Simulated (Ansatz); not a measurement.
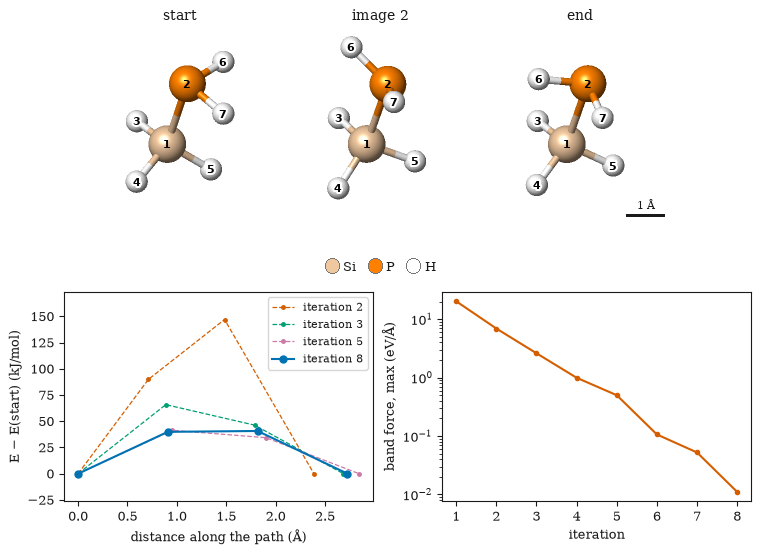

NEB run on SiPH5. Images are numbered from 0 (start) to 3 (end). The plot follows the band through its iterations. The picture is a ball-and-stick view, seen from a free direction.

All numbers below come from Ansatz 0.2.0, RKS r2SCAN/def2-SVP.

Input
```yaml
crystal:
  periodic: [false, false, false]
  atoms:
    - { symbol: Si, position_ang: [-0.630948, -0.358397, -0.389252] }
    - { symbol: P, position_ang: [1.094947, -0.014166, 1.044022] }
    - { symbol: H, position_ang: [-1.856443, -0.622182, 0.421737] }
    - { symbol: H, position_ang: [-0.318416, -1.570606, -1.202872] }
    - { symbol: H, position_ang: [-0.897021, 0.788189, -1.310586] }
    - { symbol: H, position_ang: [0.645243, 1.292077, 1.414487] }
    - { symbol: H, position_ang: [1.962628, 0.485085, 0.022454] }
basis:
  gaussian: { orbitals: def2-SVP }
hamiltonian:
  xc: r2scan
neb:
  order_check: false
  images: 2
  f_tol: 0.03
  max_iterations: 60
  climbing: false
  final_atoms:
    - { symbol: Si, position_ang: [-0.67324877, -0.21601086, -0.42179622] }
    - { symbol: P, position_ang: [0.78968178, 1.00180566, 0.81501756] }
    - { symbol: H, position_ang: [-1.92922882, -0.36820409, 0.37080369] }
    - { symbol: H, position_ang: [-0.16940802, -1.57231229, -0.79665215] }
    - { symbol: H, position_ang: [-0.97677506, 0.54821947, -1.6678855] }
    - { symbol: H, position_ang: [1.05384987, -0.07320276, 1.72095932] }
    - { symbol: H, position_ang: [1.90511902, 0.67970487, -0.0204567] }
  initial_path:
    images:
      - { positions_ang: [[-0.630948, -0.358397, -0.389252], [1.094947, -0.014166, 1.044022], [-1.856443, -0.622182, 0.421737], [-0.318416, -1.570606, -1.202872], [-0.897021, 0.788189, -1.310586], [0.645243, 1.292077, 1.414487], [1.962628, 0.485085, 0.022454]] }
      - { positions_ang: [[-0.62788391, -0.29061965, -0.42492028], [1.10048585, 0.31420542, 0.85827345], [-1.75957058, -0.56546313, 0.47167226], [-0.22837159, -1.50899639, -1.1432], [-1.02115839, 0.73704782, -1.39871659], [0.46924201, 1.14463772, 1.66168673], [2.06724661, 0.16918822, -0.02480556]] }
      - { positions_ang: [[-0.64198416, -0.24315761, -0.43576836], [0.99873077, 0.65286264, 0.78193863], [-1.78383252, -0.48080383, 0.45469449], [-0.17870226, -1.50956516, -1.00779338], [-1.04774308, 0.65705798, -1.51781643], [0.6054443, 0.68954447, 1.76384417], [2.04807695, 0.23406151, -0.03910913]] }
      - { positions_ang: [[-0.67324877, -0.21601086, -0.42179622], [0.78968178, 1.00180566, 0.81501756], [-1.92922882, -0.36820409, 0.37080369], [-0.16940802, -1.57231229, -0.79665215], [-0.97677506, 0.54821947, -1.6678855], [1.05384987, -0.07320276, 1.72095932], [1.90511902, 0.67970487, -0.0204567]] }
```

Launched with:
```bash
ansatz run input.yaml --threads 1 --pin off --max-ram 2048MiB --backend cpu --events-out ev --progress --plain --runs-dir out
```

Question: Did the band converge, and can the barrier be trusted?

Answer: The run is converged, with reservations. The band converged in 8 iterations. The largest component of the band force went from 20 to 0.011 eV/Å. No image climbed, so the highest image needn't lie on the saddle point, and the true maximum along this path can be higher. So few images resolve the path coarsely. The first iteration put the highest image at 397.2 kJ/mol. The barrier is about 40.7 kJ/mol in both directions, with image 2 at the top; the ends have the same energy.
